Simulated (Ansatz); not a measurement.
# Cs4I: a closer look at a trial structure

This session takes a relaxed cell of Cs4I and sets out to measure the bulk modulus from energies at several volumes.

Computed with Ansatz 0.2.0 (DFT PBE, scalar-relativistic, plane waves, PAW, unless a step's input says otherwise).

3 further runs of the same task are left out: 3 that didn't finish.

## 1. The system as given

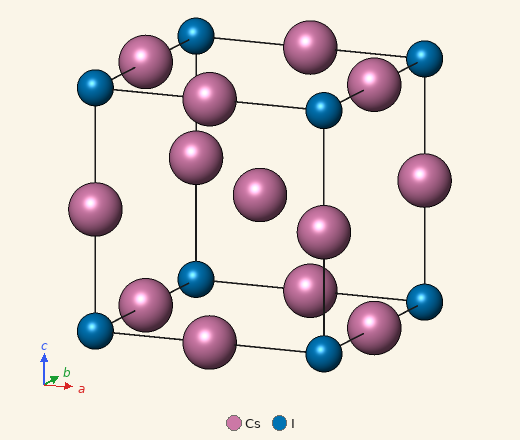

Start, viewed slightly off an axis; caesium pink, iodine blue. Atoms on the faces are drawn again on the opposite ones.

Coordinates:

```cif
data_structure
_symmetry_space_group_name_H-M 'P 1'
_symmetry_Int_Tables_number 1
_cell_length_a 7.8340
_cell_length_b 7.8340
_cell_length_c 7.8340
_cell_angle_alpha 90.000
_cell_angle_beta 90.000
_cell_angle_gamma 90.000
_cell_volume 480.78
loop_
_atom_site_label
_atom_site_type_symbol
_atom_site_fract_x
_atom_site_fract_y
_atom_site_fract_z
_atom_site_occupancy
Cs1 Cs 0.50000 0.50000 0.50000 1
Cs2 Cs 0.50000 0.00000 0.00000 1
Cs3 Cs 0.00000 0.50000 0.00000 1
Cs4 Cs 0.00000 0.00000 0.50000 1
I1 I 0.00000 0.00000 0.00000 1
```

The cell was relaxed beforehand at this level, from a generated guess; it is a trial structure. At a tolerance of 0.05 Å it has space group Pm-3m (No. 221); it has 96.16 Å³/atom, an uncorrected energy of -0.58 eV/atom over the elements and, on its mesh, gap none (metal).

## 2. Point at V/V0 = 0.97

The input, input.yaml:

```yaml
crystal:
  lattice:
    - [7.7548452852, 0.0, 0.0]
    - [0.0, 7.7548452852, 0.0]
    - [0.0, 0.0, 7.7548452852]
  atoms:
    - { symbol: Cs, position: [0.5, 0.5, 0.5] }
    - { symbol: Cs, position: [0.5, 0.0, 0.0] }
    - { symbol: Cs, position: [0.0, 0.5, 0.0] }
    - { symbol: Cs, position: [0.0, 0.0, 0.5] }
    - { symbol: I, position: [0.0, 0.0, 0.0] }
basis:
  ecutwfc: 420
kpoints:
  mp_grid: { grid: [6, 6, 6] }
hamiltonian:
  xc: pbe
scf:
  occupations: { method: gaussian, width: 0.1 }
output:
  forces: true
  stress: true
  eigenvalues: true
```

Started as:

```console
> ansatz run input.yaml --threads 1 --pin off --max-ram 2048MiB --backend cpu --events-out ev --progress --plain --runs-dir out
```

The program printed, shortened:

```text
Warning: RAYON_NUM_THREADS=1 ignored (pool sized by the plan → 1); use --threads N
[...]
Pseudopotentials: kind: paw
Pseudopotential: Cs, paw, valence charge 9, recommended cutoff 420 eV (normal), Cs.paw.azcp
Pseudopotential: I, paw, valence charge 17, recommended cutoff 420 eV (normal), I.paw.azcp
Functional definition: PBE
[...]
Crystal: 5 atoms, lattice volume = 466.358 Å³
Basis set: ecut = 420 eV, 9045 PW (Γ), exchange–correlation on 108×108×108 points (8 copies of the dense FFT grid, shifted against one another)
Bands: 32, of which v1, the nominal top of the filled ones, is band 27 counted from 1 (26 counted from 0)
Symmetry: 48 space group operations
Space group: Pm-3m (ITA 221), of the structure as read, at distance tolerance 7.8e-5 Å
k-points: 20 of 216
[...]
SCF iter   1: F=—  HF=-30198.871774 eV  |F-HF|=—  |Δ(HF+E_count)|=         —  Δρ=5.44e-4  dr2=5.05e-3  ethr=1.77e-3  ⟨swp⟩=11.2  Hψ=3241  notcnv=0
[...]
SCF iter   8: F=-30198.872697 eV  HF=-30198.872697 eV  |F-HF|=1.42e-8  |Δ(HF+E_count)|=   2.04e-7  Δρ=2.26e-6  dr2=8.66e-8  ethr=1.89e-10  ⟨swp⟩=9.4  Hψ=3841  notcnv=0
[...]
SCF converged after 8 iterations
Free energy (F): -30198.872697 eV
[...]
E sigma→0 (E₀):  -30198.864691 eV
Entropy (-TS):   -0.016013 eV (-3.203 meV/atom)
Fermi energy:    3.138756 eV
[...]
--- Forces (eV/Å), atoms counted from 1 ---
  atom   1  Cs     0.00000000    -0.00000000     0.00000000
  atom   2  Cs    -0.00000000    -0.00000000     0.00000000
  atom   3  Cs     0.00000000    -0.00000000    -0.00000000
  atom   4  Cs     0.00000000     0.00000000    -0.00000000
  atom   5  I     -0.00000000    -0.00000000     0.00000000
[...]
--- Stress (GPa, compression-positive) ---
        0.120584       0.000000       0.000000
        0.000000       0.120584       0.000000
        0.000000       0.000000       0.120584
  P = ⅓ Tr σ = 0.1206 GPa (1.206 kbar)
--- Band table (eV; the first three rows and the last of 20) ---
[...]
```

Run time: 22 s. Hardware: 1 thread of Intel Xeon Platinum 8259CL at 2.50GHz (Skylake/Cascade Lake), shared host; peak memory 0.74 GiB.

## 3. Volume × 1.03

Edit input.yaml of step 2 so:

```diff
@@ -2,5 +2,5 @@
   lattice:
-    - [7.7548452852, 0.0, 0.0]
-    - [0.0, 7.7548452852, 0.0]
-    - [0.0, 0.0, 7.7548452852]
+    - [7.9115510465, 0.0, 0.0]
+    - [0.0, 7.9115510465, 0.0]
+    - [0.0, 0.0, 7.9115510465]
   atoms:
```

Started as:

```console
> ansatz run input.yaml --threads 1 --pin off --max-ram 2048MiB --backend cpu --events-out ev --progress --plain --runs-dir out
```

The program printed, shortened:

```text
[...]
SCF converged after 9 iterations
Free energy (F): -30198.874466 eV
[...]
E sigma→0 (E₀):  -30198.866135 eV
Entropy (-TS):   -0.016662 eV (-3.332 meV/atom)
Fermi energy:    2.829160 eV
[...]
--- Forces (eV/Å), atoms counted from 1 ---
  atom   1  Cs     0.00000000     0.00000000     0.00000000
  atom   2  Cs     0.00000000    -0.00000000     0.00000000
  atom   3  Cs     0.00000000     0.00000000     0.00000000
  atom   4  Cs     0.00000000    -0.00000000     0.00000000
  atom   5  I     -0.00000000    -0.00000000    -0.00000000
[...]
--- Stress (GPa, compression-positive) ---
       -0.089595      -0.000000       0.000000
        0.000000      -0.089595       0.000000
        0.000000       0.000000      -0.089595
  P = ⅓ Tr σ = -0.0896 GPa (-0.896 kbar)
--- Band table (eV; the first three rows and the last of 20) ---
[...]
```

Wall time 23 s (1 thread of Intel Xeon Platinum 8259CL at 2.50GHz (Skylake/Cascade Lake), shared host); peak memory 0.74 GiB.

## 4. A further run, with the input changed

Edit input.yaml of step 3 so:

```diff
@@ -14,3 +14,3 @@
 kpoints:
-  mp_grid: { grid: [6, 6, 6] }
+  mp_grid: { grid: [0, 6, 6] }
 hamiltonian:
@@ -19,5 +19,6 @@
   occupations: { method: gaussian, width: 0.1 }
+  max_iter: 75
 output:
   forces: true
+  eigenvalues: true
   stress: true
-  eigenvalues: true
```

Started as:

```console
> ansatz run input.yaml --threads 1 --pin off --max-ram 2048MiB --backend cpu --events-out ev --progress --plain --runs-dir out
```

The program printed:

```text
Error: invalid value for `kpoints.mp_grid.grid`: each dimension must be in 1..=255
```

Run time: 0.14 s. Hardware: 1 thread of Intel Xeon Platinum 8259CL at 2.50GHz (Skylake/Cascade Lake), shared host; peak memory 0.093 GiB.

## 5. Reading the log

The run ended at the input check. The line that matters: «invalid value for `kpoints.mp_grid.grid`: each dimension must be in 1..=255»

In the input, kpoints.mp_grid.grid is [0, 6, 6]. The k-point mesh is ill-defined.

Remedy: set kpoints.mp_grid.grid to [6, 6, 6].

## 6. The cell scaled to 0.94 of its volume

Edit input.yaml of step 3 so:

```diff
@@ -2,5 +2,5 @@
   lattice:
-    - [7.9115510465, 0.0, 0.0]
-    - [0.0, 7.9115510465, 0.0]
-    - [0.0, 0.0, 7.9115510465]
+    - [7.674059772, 0.0, 0.0]
+    - [0.0, 7.674059772, 0.0]
+    - [0.0, 0.0, 7.674059772]
   atoms:
@@ -23 +23,5 @@
   eigenvalues: true
+  write_density: true
+  write_potential: true
+  elf: true
+  volumetric_format: npy
```

Started as:

```console
> ansatz run input.yaml --threads 1 --pin off --max-ram 2048MiB --backend cpu --events-out ev --progress --plain --runs-dir out
```

The program printed, shortened:

```text
Warning: RAYON_NUM_THREADS=1 ignored (pool sized by the plan → 1); use --threads N
[...]
[... 4 set-up lines as earlier in the session ...]
[...]
Crystal: 5 atoms, lattice volume = 451.935 Å³
Basis set: ecut = 420 eV, 8829 PW (Γ), exchange–correlation on 108×108×108 points (8 copies of the dense FFT grid, shifted against one another)
Bands: 32, of which v1, the nominal top of the filled ones, is band 27 counted from 1 (26 counted from 0)
[... 1 set-up line as earlier in the session ...]
Space group: Pm-3m (ITA 221), of the structure as read, at distance tolerance 7.7e-5 Å
k-points: 20 of 216
[...]
SCF iter   1: F=—  HF=-30198.856464 eV  |F-HF|=—  |Δ(HF+E_count)|=         —  Δρ=5.87e-4  dr2=7.61e-3  ethr=1.77e-3  ⟨swp⟩=11.1  Hψ=3240  notcnv=0
[...]
SCF iter   8: F=-30198.855992 eV  HF=-30198.855992 eV  |F-HF|=1.64e-9  |Δ(HF+E_count)|=   2.89e-8  Δρ=1.91e-6  dr2=5.43e-8  ethr=1.89e-10  ⟨swp⟩=16.6  Hψ=5671  notcnv=0
[...]
SCF converged after 8 iterations
Free energy (F): -30198.855992 eV
[...]
E sigma→0 (E₀):  -30198.848060 eV
Entropy (-TS):   -0.015862 eV (-3.172 meV/atom)
Fermi energy:    3.308071 eV
[...]
--- Forces (eV/Å), atoms counted from 1 ---
  atom   1  Cs     0.00000000    -0.00000000    -0.00000000
  atom   2  Cs     0.00000000    -0.00000000     0.00000000
  atom   3  Cs     0.00000000    -0.00000000     0.00000000
  atom   4  Cs     0.00000000    -0.00000000     0.00000000
  atom   5  I     -0.00000000     0.00000000     0.00000000
[...]
--- Stress (GPa, compression-positive) ---
        0.254198       0.000000       0.000000
        0.000000       0.254198       0.000000
        0.000000       0.000000       0.254198
  P = ⅓ Tr σ = 0.2542 GPa (2.542 kbar)
--- Band table (eV; the first three rows and the last of 20) ---
[...]
```

It took 25 s on 1 thread of Intel Xeon Platinum 8259CL at 2.50GHz (Skylake/Cascade Lake), shared host; peak memory 0.73 GiB.

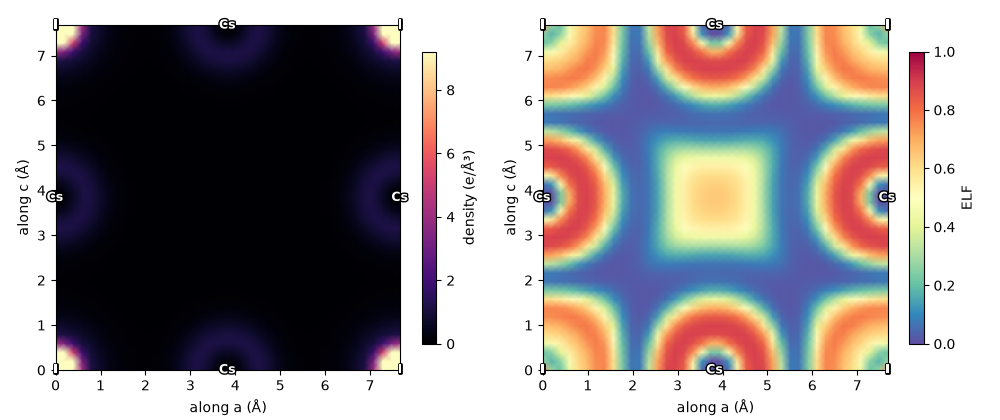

Density (left) and ELF (right) in a lattice plane of the grid's cell (edges 7.67 and 7.67 Å, at 0.000 of the third edge), which holds Cs and I. Only atoms in the plane are labelled; the density scale stops at 9.21 e/Å³. Both are smooth fields of the valence electrons: close to the nuclei they are not physical.

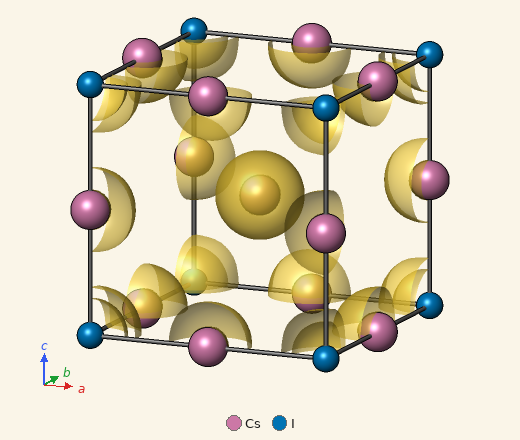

Surface of ELF = 0.72, drawn in one cell.

Outside the cores ELF peaks at 0.78 beside I, off the lines to its neighbours, 1.4 Å from I.

## 7. Point at V/V0 = 1.06

Edit input.yaml of step 6 so:

```diff
@@ -2,5 +2,5 @@
   lattice:
-    - [7.674059772, 0.0, 0.0]
-    - [0.0, 7.674059772, 0.0]
-    - [0.0, 0.0, 7.674059772]
+    - [7.9876283197, 0.0, 0.0]
+    - [0.0, 7.9876283197, 0.0]
+    - [0.0, 0.0, 7.9876283197]
   atoms:
@@ -23,5 +23 @@
   eigenvalues: true
-  write_density: true
-  write_potential: true
-  elf: true
-  volumetric_format: npy
```

Started as:

```console
> ansatz run input.yaml --threads 1 --pin off --max-ram 2048MiB --backend cpu --events-out ev --progress --plain --runs-dir out
```

The program printed, shortened:

```text
Warning: RAYON_NUM_THREADS=1 ignored (pool sized by the plan → 1); use --threads N
[...]
[... 4 set-up lines as earlier in the session ...]
[...]
Crystal: 5 atoms, lattice volume = 509.628 Å³
Basis set: ecut = 420 eV, 9939 PW (Γ), exchange–correlation on 108×108×108 points (8 copies of the dense FFT grid, shifted against one another)
Bands: 32, of which v1, the nominal top of the filled ones, is band 27 counted from 1 (26 counted from 0)
[... 1 set-up line as earlier in the session ...]
Space group: Pm-3m (ITA 221), of the structure as read, at distance tolerance 8.0e-5 Å
k-points: 20 of 216
[...]
SCF iter   1: F=—  HF=-30198.862581 eV  |F-HF|=—  |Δ(HF+E_count)|=         —  Δρ=6.39e-4  dr2=4.62e-3  ethr=1.77e-3  ⟨swp⟩=11.3  Hψ=3232  notcnv=0
[...]
SCF iter   9: F=-30198.862601 eV  HF=-30198.862601 eV  |F-HF|=2.83e-8  |Δ(HF+E_count)|=   7.12e-8  Δρ=2.07e-6  dr2=7.47e-8  ethr=1.89e-10  ⟨swp⟩=8.7  Hψ=3791  notcnv=0
[...]
SCF converged after 9 iterations
Free energy (F): -30198.862601 eV
[...]
E sigma→0 (E₀):  -30198.854067 eV
Entropy (-TS):   -0.017068 eV (-3.414 meV/atom)
Fermi energy:    2.687495 eV
[...]
--- Forces (eV/Å), atoms counted from 1 ---
  atom   1  Cs     0.00000000    -0.00000000    -0.00000000
  atom   2  Cs     0.00000000    -0.00000000     0.00000000
  atom   3  Cs     0.00000000     0.00000000    -0.00000000
  atom   4  Cs     0.00000000     0.00000000     0.00000000
  atom   5  I     -0.00000000    -0.00000000    -0.00000000
[...]
--- Stress (GPa, compression-positive) ---
       -0.171754       0.000000       0.000000
        0.000000      -0.171754       0.000000
        0.000000       0.000000      -0.171754
  P = ⅓ Tr σ = -0.1718 GPa (-1.718 kbar)
--- Band table (eV; the first three rows and the last of 20) ---
[...]
```

Wall time 23 s (1 thread of Intel Xeon Platinum 8259CL at 2.50GHz (Skylake/Cascade Lake), shared host); peak memory 0.74 GiB.

## 8. Volume × 0.91

Edit input.yaml of step 7 so:

```diff
@@ -2,5 +2,5 @@
   lattice:
-    - [7.9876283197, 0.0, 0.0]
-    - [0.0, 7.9876283197, 0.0]
-    - [0.0, 0.0, 7.9876283197]
+    - [7.5915366045, 0.0, 0.0]
+    - [0.0, 7.5915366045, 0.0]
+    - [0.0, 0.0, 7.5915366045]
   atoms:
```

Started as:

```console
> ansatz run input.yaml --threads 1 --pin off --max-ram 2048MiB --backend cpu --events-out ev --progress --plain --runs-dir out
```

The program printed, shortened:

```text
[...]
SCF converged after 8 iterations
Free energy (F): -30198.826226 eV
[...]
E sigma→0 (E₀):  -30198.818267 eV
Entropy (-TS):   -0.015918 eV (-3.184 meV/atom)
Fermi energy:    3.487986 eV
[...]
--- Forces (eV/Å), atoms counted from 1 ---
  atom   1  Cs     0.00000000    -0.00000000    -0.00000000
  atom   2  Cs    -0.00000000    -0.00000000     0.00000000
  atom   3  Cs     0.00000000     0.00000000    -0.00000000
  atom   4  Cs     0.00000000     0.00000000     0.00000000
  atom   5  I     -0.00000000     0.00000000     0.00000000
[...]
--- Stress (GPa, compression-positive) ---
        0.411440       0.000000       0.000000
        0.000000       0.411440       0.000000
       -0.000000       0.000000       0.411440
  P = ⅓ Tr σ = 0.4114 GPa (4.114 kbar)
--- Band table (eV; the first three rows and the last of 20) ---
[...]
```

Wall time 20 s (1 thread of Intel Xeon Platinum 8259CL at 2.50GHz (Skylake/Cascade Lake), shared host); peak memory 0.72 GiB.

## 9. The cell scaled to 1.10 of its volume

Edit input.yaml of step 8 so:

```diff
@@ -2,5 +2,5 @@
   lattice:
-    - [7.5915366045, 0.0, 0.0]
-    - [0.0, 7.5915366045, 0.0]
-    - [0.0, 0.0, 7.5915366045]
+    - [8.0868636631, 0.0, 0.0]
+    - [0.0, 8.0868636631, 0.0]
+    - [0.0, 0.0, 8.0868636631]
   atoms:
```

Started as:

```console
> ansatz run input.yaml --threads 1 --pin off --max-ram 2048MiB --backend cpu --events-out ev --progress --plain --runs-dir out
```

The program printed, shortened:

```text
[...]
SCF converged after 9 iterations
Free energy (F): -30198.836337 eV
[...]
E sigma→0 (E₀):  -30198.827518 eV
Entropy (-TS):   -0.017638 eV (-3.528 meV/atom)
Fermi energy:    2.510809 eV
[...]
--- Forces (eV/Å), atoms counted from 1 ---
  atom   1  Cs     0.00000000     0.00000000     0.00000000
  atom   2  Cs    -0.00000000    -0.00000000     0.00000000
  atom   3  Cs     0.00000000     0.00000000     0.00000000
  atom   4  Cs     0.00000000     0.00000000     0.00000000
  atom   5  I     -0.00000000     0.00000000     0.00000000
[...]
--- Stress (GPa, compression-positive) ---
       -0.262604       0.000000       0.000000
        0.000000      -0.262604       0.000000
        0.000000       0.000000      -0.262604
  P = ⅓ Tr σ = -0.2626 GPa (-2.626 kbar)
--- Band table (eV; the first three rows and the last of 20) ---
[...]
```

Run time: 26 s. Hardware: 1 thread of Intel Xeon Platinum 8259CL at 2.50GHz (Skylake/Cascade Lake), shared host; peak memory 0.83 GiB.

## 10. Volume × 0.88

Edit input.yaml of step 9 so:

```diff
@@ -2,5 +2,5 @@
   lattice:
-    - [8.0868636631, 0.0, 0.0]
-    - [0.0, 8.0868636631, 0.0]
-    - [0.0, 0.0, 8.0868636631]
+    - [7.5071792155, 0.0, 0.0]
+    - [0.0, 7.5071792155, 0.0]
+    - [0.0, 0.0, 7.5071792155]
   atoms:
```

Started as:

```console
> ansatz run input.yaml --threads 1 --pin off --max-ram 2048MiB --backend cpu --events-out ev --progress --plain --runs-dir out
```

The program printed, shortened:

```text
Warning: RAYON_NUM_THREADS=1 ignored (pool sized by the plan → 1); use --threads N
[...]
[... 4 set-up lines as earlier in the session ...]
[...]
Crystal: 5 atoms, lattice volume = 423.088 Å³
Basis set: ecut = 420 eV, 8289 PW (Γ), exchange–correlation on 108×108×108 points (8 copies of the dense FFT grid, shifted against one another)
Bands: 32, of which v1, the nominal top of the filled ones, is band 27 counted from 1 (26 counted from 0)
[... 1 set-up line as earlier in the session ...]
Space group: Pm-3m (ITA 221), of the structure as read, at distance tolerance 7.5e-5 Å
k-points: 20 of 216
[...]
SCF iter   1: F=—  HF=-30198.785071 eV  |F-HF|=—  |Δ(HF+E_count)|=         —  Δρ=7.33e-4  dr2=1.43e-2  ethr=1.77e-3  ⟨swp⟩=10.8  Hψ=3269  notcnv=0
[...]
SCF iter   8: F=-30198.781080 eV  HF=-30198.781080 eV  |F-HF|=1.41e-8  |Δ(HF+E_count)|=   1.30e-7  Δρ=2.46e-6  dr2=7.26e-8  ethr=1.89e-10  ⟨swp⟩=10.5  Hψ=3997  notcnv=0
[...]
SCF converged after 8 iterations
Free energy (F): -30198.781080 eV
[...]
E sigma→0 (E₀):  -30198.772951 eV
Entropy (-TS):   -0.016259 eV (-3.252 meV/atom)
Fermi energy:    3.679183 eV
[...]
--- Forces (eV/Å), atoms counted from 1 ---
  atom   1  Cs     0.00000000    -0.00000000     0.00000000
  atom   2  Cs     0.00000000    -0.00000000     0.00000000
  atom   3  Cs     0.00000000    -0.00000000     0.00000000
  atom   4  Cs     0.00000000     0.00000000    -0.00000000
  atom   5  I     -0.00000000    -0.00000000     0.00000000
[...]
--- Stress (GPa, compression-positive) ---
        0.596658      -0.000000       0.000000
       -0.000000       0.596658       0.000000
        0.000000       0.000000       0.596658
  P = ⅓ Tr σ = 0.5967 GPa (5.967 kbar)
--- Band table (eV; the first three rows and the last of 20) ---
[...]
```

Wall time 19 s (1 thread of Intel Xeon Platinum 8259CL at 2.50GHz (Skylake/Cascade Lake), shared host); peak memory 0.71 GiB.

## 11. Changed: mp_grid.shift [0.5, 0.5, 0.5], xc revpbe, occupations.width 0.05

Edit input.yaml of step 10 so:

```diff
@@ -14,10 +14,10 @@
 kpoints:
-  mp_grid: { grid: [6, 6, 6] }
+  mp_grid: { grid: [6, 6, 6], shift: [0.5, 0.5, 0.5] }
 hamiltonian:
-  xc: pbe
+  xc: revpbe
 scf:
-  occupations: { method: gaussian, width: 0.1 }
+  occupations: { method: gaussian, width: 0.05 }
 output:
   forces: true
+  eigenvalues: true
   stress: true
-  eigenvalues: true
```

Started as:

```console
> ansatz run input.yaml --threads 1 --pin off --max-ram 2048MiB --backend cpu --events-out ev --progress --plain --runs-dir out
```

The program printed, shortened:

```text
Warning: RAYON_NUM_THREADS=1 ignored (pool sized by the plan → 1); use --threads N
[...]
[... 3 set-up lines as earlier in the session ...]
Functional definition: revPBE
[...]
Crystal: 5 atoms, lattice volume = 423.088 Å³
Basis set: ecut = 420 eV, 8289 PW (Γ), exchange–correlation on 108×108×108 points (8 copies of the dense FFT grid, shifted against one another)
Bands: 32, of which v1, the nominal top of the filled ones, is band 27 counted from 1 (26 counted from 0)
[... 2 set-up lines as earlier in the session ...]
k-points: 10 of 216
[...]
SCF iter   1: F=—  HF=-30232.690580 eV  |F-HF|=—  |Δ(HF+E_count)|=         —  Δρ=9.98e-4  dr2=1.56e-2  ethr=1.77e-3  ⟨swp⟩=13.2  Hψ=1778  notcnv=0
[...]
SCF iter   7: F=-30232.692023 eV  HF=-30232.692023 eV  |F-HF|=1.09e-8  |Δ(HF+E_count)|=   2.63e-7  Δρ=1.86e-6  dr2=2.77e-8  ethr=1.89e-10  ⟨swp⟩=14.5  Hψ=1699  notcnv=0
[...]
SCF converged after 7 iterations
Free energy (F): -30232.692023 eV
[...]
E sigma→0 (E₀):  -30232.689410 eV
Entropy (-TS):   -0.005227 eV (-1.045 meV/atom)
Fermi energy:    3.827799 eV
[...]
--- Forces (eV/Å), atoms counted from 1 ---
  atom   1  Cs     0.00000000     0.00000000     0.00000000
  atom   2  Cs     0.00000000    -0.00000000     0.00000000
  atom   3  Cs     0.00000000     0.00000000     0.00000000
  atom   4  Cs     0.00000000     0.00000000     0.00000000
  atom   5  I     -0.00000000     0.00000000    -0.00000000
[...]
--- Stress (GPa, compression-positive) ---
        0.953714       0.000000       0.000000
        0.000000       0.953714       0.000000
        0.000000       0.000000       0.953714
  P = ⅓ Tr σ = 0.9537 GPa (9.537 kbar)
--- Band table (eV; the first three rows and the last of 10) ---
[...]
```

Wall time 10 s (1 thread of Intel Xeon Platinum 8259CL at 2.50GHz (Skylake/Cascade Lake), shared host); peak memory 0.65 GiB.

```csv
run,ending,energy change,pressure (GPa),gap (eV),force (eV/Å),cycles,time
step 10,converged,-,0.6,0.00,0.00,8,19 s
variant,converged,not comparable,1.0,0.00,0.00,7,10 s
```

A change of functional puts the total energy on another scale; the pressure goes from 0.6 to 1.0 GPa. The k-point mesh and smearing changed too. Cost: 7 SCF cycles against 8, 10 s against 19 s.

## 12. Fit of the equation of state

```csv
volume (Å³/atom),energy above the lowest point (meV/atom),pressure (GPa),gap on the mesh (eV)
84.618,19.4,0.60,0.00
87.502,10.4,0.41,0.00
90.387,4.4,0.25,0.00
93.272,1.1,0.12,0.00
96.156,0.0,0.01,0.00
99.041,0.8,-0.09,0.00
101.926,3.2,-0.17,0.00
105.772,8.5,-0.26,0.00
```

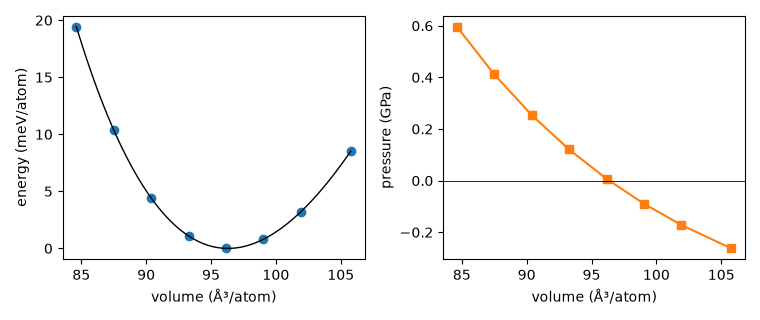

Energy with the third-order Birch-Murnaghan fit and pressure against volume.

## 13. Summary of results

```
                     quantity          value
equilibrium volume of the fit  96.30 Å³/atom
                 bulk modulus          3 GPa
      its pressure derivative            4.4
```

**Reading.** The fit puts the minimum at 96.30 Å³/atom with B = 3 GPa and B' = 4.4. Spin-orbit coupling is left out for I. The final runs have no spin polarisation, so no magnetic state was tried and one may lie lower.
